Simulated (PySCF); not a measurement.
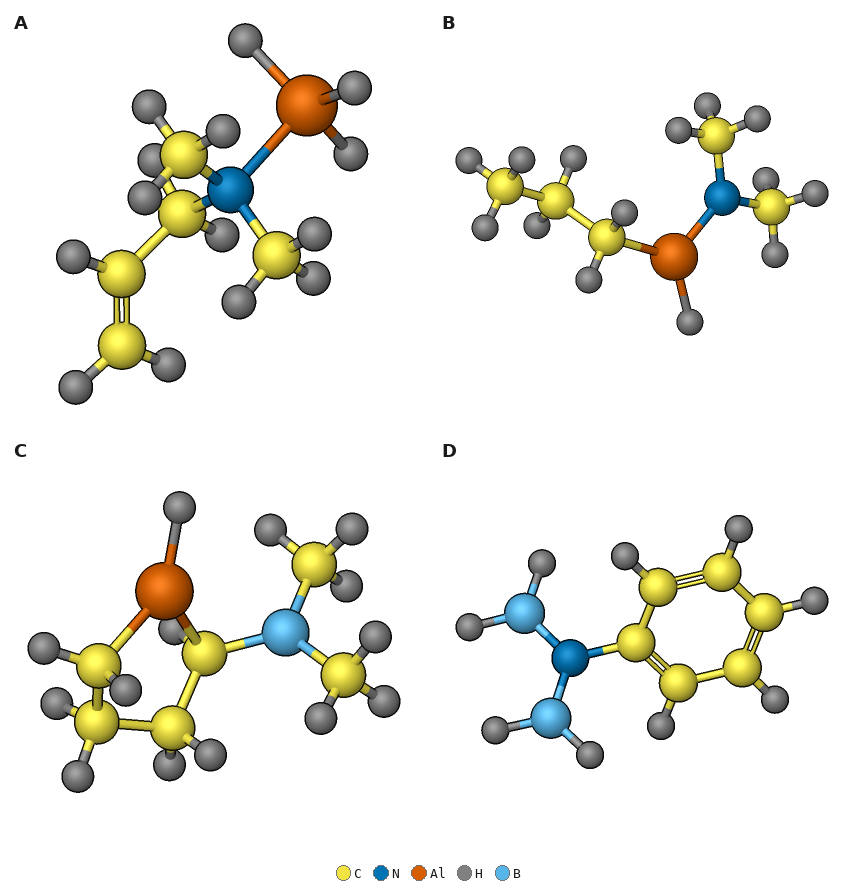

Figure made from data computed with PySCF.

Match each picture to its SMILES.
(1) CB(C)[C@H]1CC[CH2][AlH]1
(2) C=CC[N+](C)(C)[AlH3-]
(3) CC[CH2][AlH][N](C)C
(4) BN(B)c1ccccc1

Answer. A is (2), B is (3), C is (1), D is (4).
